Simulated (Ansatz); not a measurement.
Nudged elastic band, with input and output: CH$_{7}$ClGeO (part 2 of 2)

CH$_{7}$ClGeO; UKS PBE-D4/def2-SVP (Ansatz 0.2.0). It belongs to a series of runs on one base structure; here: band between the two ends.

Geometry of the input (Å):
```
Ge -0.4319  -0.4243  1.3849
O  0.6780  -0.1099  -0.0450
C  0.2152  -0.4973  -1.3365
H  -1.8068  0.2313  1.1026
H  -0.5586  -1.9665  1.4980
H  0.3241  0.2042  2.5699
H  0.7795  1.5235  -0.0593
Cl 0.4826  2.8376  -0.0256
H  -0.0845  -1.5692  -1.3612
H  -0.6452  0.1257  -1.6727
H  1.0477  -0.3549  -2.0551
```

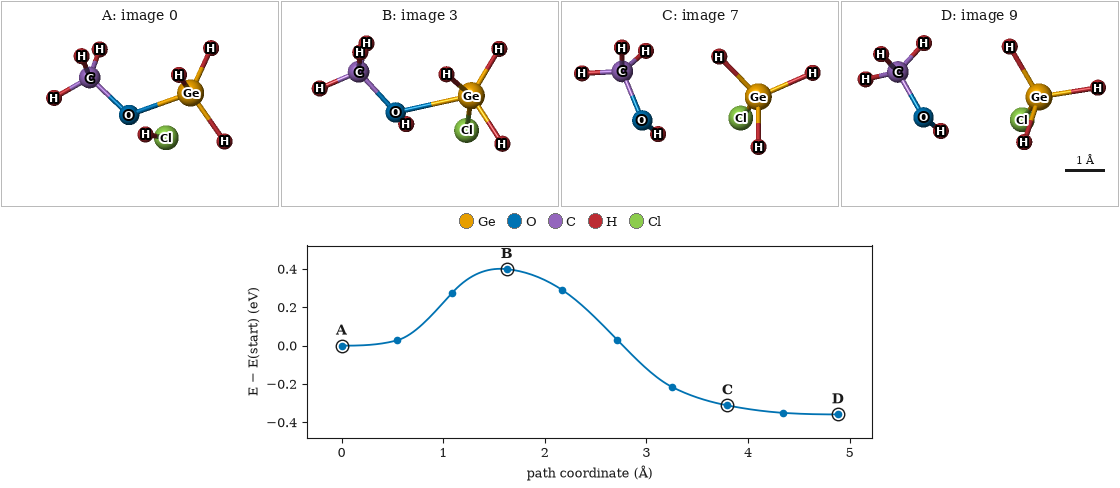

Images of the last band (counted from 0; ball-and-stick, seen at a tilt) above the energy along the path; the line is a cubic interpolation that uses the forces. The highest image is number 3, 0.399 eV above the start and 0.758 eV above the end; the end lies 0.358 eV below the start. The path is 4.88 Å long. The band converged in 21 iterations.

```
Total energy: -72207.84045726 eV, -2653.5891925723 hartree
Atom 0 at    -0.422189     0.009907     1.425565 Å, force     0.001187     0.010590     0.007351 eV/Å
Atom 1 at     0.775979     0.026978    -0.272443 Å, force     0.008813     0.007032    -0.015912 eV/Å
Atom 2 at     0.268691    -0.545295    -1.484678 Å, force     0.002715    -0.006770    -0.010986 eV/Å
Atom 3 at    -1.904441     0.449454     1.356606 Å, force    -0.009572     0.002961     0.021858 eV/Å
Atom 4 at    -0.459173    -1.547642     1.172675 Å, force    -0.000391     0.019285    -0.008975 eV/Å
Atom 5 at     0.378022     0.222203     2.726285 Å, force    -0.009074     0.001297     0.014418 eV/Å
Atom 6 at     0.801994     1.067295    -0.288594 Å, force     0.015374    -0.016845    -0.015362 eV/Å
Atom 7 at     0.127885     2.432615     0.745876 Å, force    -0.016902    -0.015172     0.013950 eV/Å
Atom 8 at    -0.072507    -1.574969    -1.261475 Å, force     0.003616     0.003002     0.000188 eV/Å
Atom 9 at    -0.579615     0.048025    -1.887485 Å, force     0.005912    -0.000160     0.002312 eV/Å
Atom 10 at     1.085256    -0.588574    -2.232230 Å, force    -0.001677    -0.005219    -0.008842 eV/Å
Dipole moment:    -0.057536    -0.660580    -0.424821 e Å
this run last wrote the band of iteration 21 to [file]
```

### The last band as extended XYZ (Å, eV, eV/Å)
```
11
Properties=species:S:1:pos:R:3:forces:R:3 image=0 energy=-72208.23966
Ge   -0.4319   -0.4243    1.3849    0.0068  -0.0024   0.0002
O     0.6780   -0.1099   -0.0450   -0.0036   0.0020   0.0029
C     0.2152   -0.4973   -1.3365    0.0015  -0.0001   0.0036
H    -1.8068    0.2313    1.1026    0.0004   0.0011  -0.0031
H    -0.5586   -1.9665    1.4980   -0.0003   0.0007  -0.0003
H     0.3241    0.2042    2.5699   -0.0013   0.0019   0.0021
H     0.7795    1.5235   -0.0593   -0.0028   0.0003  -0.0025
Cl    0.4826    2.8376   -0.0256    0.0026  -0.0032   0.0015
H    -0.0845   -1.5692   -1.3612   -0.0007   0.0051  -0.0047
H    -0.6452    0.1257   -1.6727   -0.0026  -0.0044  -0.0005
H     1.0477   -0.3549   -2.0551    0.0001  -0.0008   0.0008
11
Properties=species:S:1:pos:R:3:forces:R:3 image=1 energy=-72208.21247
Ge   -0.4105   -0.3326    1.3529    0.0003  -0.0544  -0.0067
O     0.6640   -0.0481   -0.1216   -0.0119  -0.0213   0.0221
C     0.2370   -0.5602   -1.3806   -0.0050   0.0014   0.0167
H    -1.7711    0.3817    1.1639    0.0154  -0.0217  -0.0269
H    -0.5809   -1.8729    1.3814   -0.0234  -0.0533   0.0378
H     0.4138    0.2071    2.5359    0.0041  -0.0148  -0.0238
H     0.6873    1.5307   -0.0503   -0.0010   0.0742   0.0254
Cl    0.3519    2.7977    0.3125    0.0363   0.0717  -0.0676
H    -0.0893   -1.6211   -1.2989   -0.0055  -0.0044  -0.0137
H    -0.5981    0.0369   -1.8133   -0.0062   0.0054   0.0186
H     1.0958   -0.5192   -2.0818   -0.0031   0.0173   0.0182
11
Properties=species:S:1:pos:R:3:forces:R:3 image=2 energy=-72207.96683
Ge   -0.4071   -0.1679    1.3683    0.0258  -0.2108  -0.0615
O     0.6963    0.0140   -0.1914   -0.0940  -0.0164   0.0852
C     0.2540   -0.5554   -1.4288   -0.0254  -0.0021   0.0572
H    -1.8205    0.4492    1.2491    0.1035  -0.0029  -0.1086
H    -0.5114   -1.7110    1.2545   -0.0601  -0.1903   0.0815
H     0.4020    0.2409    2.6137    0.0405  -0.0036  -0.1260
H     0.6952    1.2971   -0.1229   -0.1187   0.2593   0.1908
Cl    0.2478    2.5680    0.5397    0.1521   0.1449  -0.2099
H    -0.0795   -1.6009   -1.2667   -0.0217  -0.0176  -0.0197
H    -0.5800    0.0324   -1.8720   -0.0090   0.0009   0.0200
H     1.1032   -0.5663   -2.1434    0.0071   0.0385   0.0910
11
Properties=species:S:1:pos:R:3:forces:R:3 image=3 energy=-72207.84042
Ge   -0.4222    0.0099    1.4256    0.0012   0.0106   0.0074
O     0.7760    0.0270   -0.2724    0.0088   0.0070  -0.0159
C     0.2687   -0.5453   -1.4847    0.0027  -0.0068  -0.0110
H    -1.9044    0.4495    1.3566   -0.0096   0.0030   0.0219
H    -0.4592   -1.5476    1.1727   -0.0004   0.0193  -0.0090
H     0.3780    0.2222    2.7263   -0.0091   0.0013   0.0144
H     0.8020    1.0673   -0.2886    0.0154  -0.0168  -0.0154
Cl    0.1279    2.4326    0.7459   -0.0169  -0.0152   0.0140
H    -0.0725   -1.5750   -1.2615    0.0036   0.0030   0.0002
H    -0.5796    0.0480   -1.8875    0.0059  -0.0002   0.0023
H     1.0853   -0.5886   -2.2322   -0.0017  -0.0052  -0.0088
11
Properties=species:S:1:pos:R:3:forces:R:3 image=4 energy=-72207.94790
Ge   -0.4884    0.1156    1.5045   -0.0345   0.0608   0.0482
O     0.9345   -0.0018   -0.3589    0.1017  -0.0191  -0.0625
C     0.3161   -0.5466   -1.5190    0.0375  -0.0059  -0.0236
H    -1.9969    0.4503    1.6505   -0.0608   0.0124   0.1816
H    -0.4988   -1.3878    1.0437   -0.0303   0.1037  -0.0833
H     0.3757    0.1875    2.7824   -0.0302  -0.0105   0.0581
H     0.9369    0.9928   -0.4052    0.0918  -0.0475  -0.0784
Cl   -0.0369    2.3209    0.7720   -0.1137  -0.0703   0.0165
H    -0.0496   -1.5627   -1.2649    0.0197   0.0048  -0.0025
H    -0.5491    0.0631   -1.8642    0.0299   0.0052   0.0134
H     1.0563   -0.6312   -2.3409   -0.0110  -0.0336  -0.0676
11
Properties=species:S:1:pos:R:3:forces:R:3 image=5 energy=-72208.20792
Ge   -0.5865    0.1742    1.6154   -0.1005   0.0582   0.1116
O     1.1196   -0.0312   -0.4630    0.1827  -0.0444  -0.1216
C     0.3766   -0.5523   -1.5492    0.0790   0.0000  -0.0106
H    -2.0748    0.4323    1.9476   -0.0836   0.0061   0.2889
H    -0.5531   -1.2131    0.9186   -0.0645   0.1783  -0.1379
H     0.3811    0.1782    2.8170   -0.0297  -0.0138   0.0637
H     1.0314    0.9477   -0.4680    0.1111  -0.0555  -0.0582
Cl   -0.2021    2.2170    0.7192   -0.1483  -0.1050  -0.0479
H     0.0009   -1.5609   -1.2691    0.0375   0.0006  -0.0146
H    -0.5100    0.0696   -1.8173    0.0495   0.0165   0.0396
H     1.0167   -0.6617   -2.4511   -0.0333  -0.0409  -0.1129
11
Properties=species:S:1:pos:R:3:forces:R:3 image=6 energy=-72208.45543
Ge   -0.6917    0.2131    1.7129   -0.0508   0.0233   0.0521
O     1.2757   -0.0599   -0.5536    0.0870  -0.0377  -0.0618
C     0.4479   -0.5632   -1.5844    0.0531   0.0047  -0.0006
H    -2.1223    0.4080    2.2658   -0.0257   0.0048   0.1759
H    -0.6602   -1.0445    0.8225   -0.0772   0.0959  -0.0590
H     0.3953    0.1856    2.8084   -0.0078  -0.0054   0.0077
H     1.1155    0.9040   -0.4948    0.0578  -0.0336  -0.0126
Cl   -0.3926    2.1313    0.6359   -0.0905  -0.0420  -0.0407
H     0.0931   -1.5789   -1.3002    0.0368  -0.0101  -0.0268
H    -0.4583    0.0617   -1.7634    0.0299   0.0040   0.0248
H     0.9973   -0.6572   -2.5490   -0.0127  -0.0040  -0.0589
11
Properties=species:S:1:pos:R:3:forces:R:3 image=7 energy=-72208.55107
Ge   -0.7695    0.2406    1.7364   -0.0162   0.0043   0.0030
O     1.3176   -0.1006   -0.5297    0.0022  -0.0095   0.0017
C     0.5166   -0.5751   -1.5961    0.0145  -0.0044  -0.0023
H    -2.0767    0.4638    2.5380    0.0089   0.0143   0.0562
H    -0.9203   -0.9634    0.7874   -0.0542   0.0181  -0.0070
H     0.4608    0.1578    2.6642    0.0149  -0.0067  -0.0287
H     1.1803    0.8665   -0.4794    0.0191  -0.0087   0.0048
Cl   -0.5705    2.0982    0.5552   -0.0293  -0.0060  -0.0154
H     0.2439   -1.6318   -1.3885    0.0286  -0.0088  -0.0186
H    -0.4326   -0.0017   -1.7113    0.0033  -0.0126   0.0111
H     1.0502   -0.5545   -2.5761    0.0082   0.0201  -0.0049
11
Properties=species:S:1:pos:R:3:forces:R:3 image=8 energy=-72208.58967
Ge   -0.8205    0.2626    1.7248   -0.0026   0.0018  -0.0025
O     1.2775   -0.1447   -0.4529   -0.0032  -0.0040   0.0037
C     0.5720   -0.5879   -1.5974    0.0042  -0.0002   0.0008
H    -1.9872    0.5707    2.7000    0.0074   0.0077   0.0125
H    -1.1943   -0.8991    0.7819   -0.0188   0.0044   0.0013
H     0.5068    0.0703    2.4857    0.0045  -0.0055  -0.0121
H     1.1698    0.8271   -0.4121   -0.0008  -0.0020   0.0042
Cl   -0.6440    2.1043    0.5168   -0.0058   0.0023  -0.0026
H     0.4344   -1.6852   -1.5108    0.0142  -0.0051  -0.0084
H    -0.4389   -0.1249   -1.6882   -0.0022  -0.0104   0.0018
H     1.1243   -0.3932   -2.5477    0.0032   0.0111   0.0012
11
Properties=species:S:1:pos:R:3:forces:R:3 image=9 energy=-72208.59804
Ge   -0.8622    0.2978    1.7469   -0.0016   0.0006  -0.0025
O     1.2433   -0.1684   -0.4370    0.0013   0.0037  -0.0019
C     0.6226   -0.6181   -1.6257   -0.0009   0.0000   0.0002
H    -1.9451    0.6740    2.7920    0.0003  -0.0002  -0.0006
H    -1.3793   -0.7978    0.7910    0.0002   0.0002   0.0013
H     0.4831   -0.0256    2.4256    0.0011   0.0006   0.0006
H     1.0811    0.7957   -0.3767    0.0029  -0.0048   0.0024
Cl   -0.5998    2.1466    0.5650   -0.0015  -0.0012  -0.0004
H     0.7132   -1.7228   -1.6587    0.0001  -0.0007  -0.0005
H    -0.4641   -0.3657   -1.6751   -0.0013   0.0013   0.0000
H     1.1070   -0.2157   -2.5472   -0.0006   0.0005   0.0013
```

### Summary

- outcome: converged
- barrier, forward: 0.399 eV
- barrier, backward: 0.758 eV
- hardware: 4 threads of Arm Neoverse N1, 16 GiB of memory available, shared host
- wall time: 9.1 min (CPU time 34 min)
- peak memory: 0.21 GiB

### Notes

The order of the saddle point was not checked.
